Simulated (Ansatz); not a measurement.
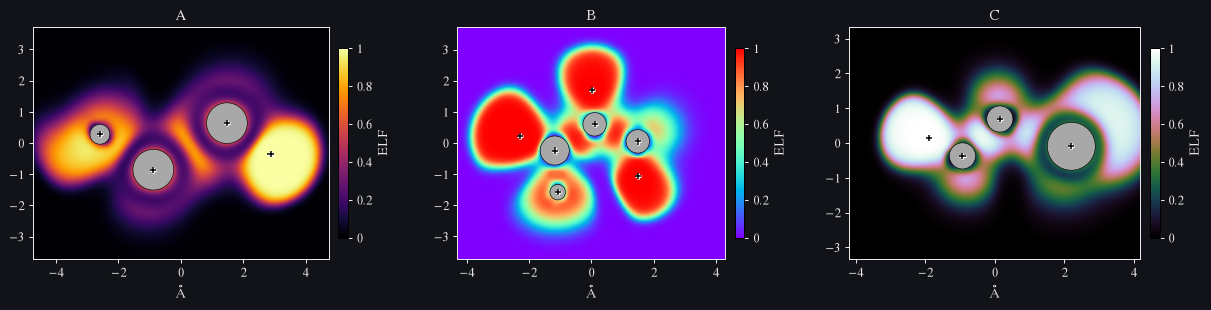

The electron localisation function of 3 systems, each on a plane through atoms (crosses mark nuclei in the plane; grey discs cover the cores).

These are results of isolated molecule in a Gaussian basis; Kohn-Sham density functional theory, functional PBE0 (Ansatz 0.2.0), not measurements.

System 1: H7NSn2 (SMILES [NH2][SnH2][SnH3]), the plane of atoms Sn2, Sn3 and H9. Geometry: PBE0-D3(BJ)/def2-SVP; core potentials replace the inner electrons of Sn.

```xyz
10

N     0.3934   -1.0067    0.5848
Sn   -1.3674   -0.1185    1.1618
Sn   -2.3348    1.7777   -0.6446
H     0.3048   -1.4992   -0.3033
H     1.1476   -0.3308    0.4699
H    -1.0271    0.5988    2.6830
H    -2.4786   -1.4125    1.3491
H    -1.1841    3.0317   -0.8716
H    -3.8007    2.4926   -0.1105
H    -2.6229    1.0559   -2.1757
```

System 2: C2H7Te (SMILES CC[TeH2+]) (charge +1), the plane of atoms C2, C1 and H4. Geometry: r2SCAN-D4/def2-SVP; core potentials replace the inner electrons of Te.

```xyz
10

C     1.1611   -1.0905   -0.6268
C     0.0116   -0.1440   -0.3782
Te   -1.6721   -0.3668   -1.7778
H     1.9305   -0.8782    0.1350
H     0.8751   -2.1466   -0.5152
H     1.6285   -0.9436   -1.6115
H    -0.4777   -0.2777    0.5998
H     0.2725    0.9203   -0.4929
H    -0.6872   -0.4457   -3.1247
H    -1.6838   -2.0339   -1.6726
```

System 3: C2H5BF (SMILES C[CH]BF) (doublet), the plane of atoms C2, C1 and H9. Geometry: B3LYP-D3(BJ)/def2-SVP.

```
atom    x (Å)    y (Å)    z (Å)
   C   0.3120  -0.1222  -0.0327
   C  -0.1539  -0.9762   1.0937
   B  -0.5826   0.4319  -1.1469
   F  -1.8900   0.1465  -1.1378
   H  -1.2342  -1.1766   1.0522
   H   0.0767  -0.5079   2.0703
   H  -0.1748   1.1237  -2.0508
   H   0.3804  -1.9460   1.1047
   H   1.3842   0.1134  -0.0421
```

Which map belongs to which system?

Panel A is system 1, H7NSn2: the plane holds N, Sn and H. Sn–N (2.05 Å): the ELF peaks at about 0.85 in the valence shell of N, 0.6 Å from its nucleus, and drops to about 0.15 between the two atoms. Panel B is system 3, C2H5BF: the plane holds C, B, F and H. B–F (1.34 Å): the ELF peaks at about 0.85 between the atoms: a shared but strongly polarised pair. Panel C is system 2, C2H7Te: the plane holds C, Te and H. C–C (1.51 Å): the ELF peaks at about 0.95 between the atoms, as expected for a covalent bond.
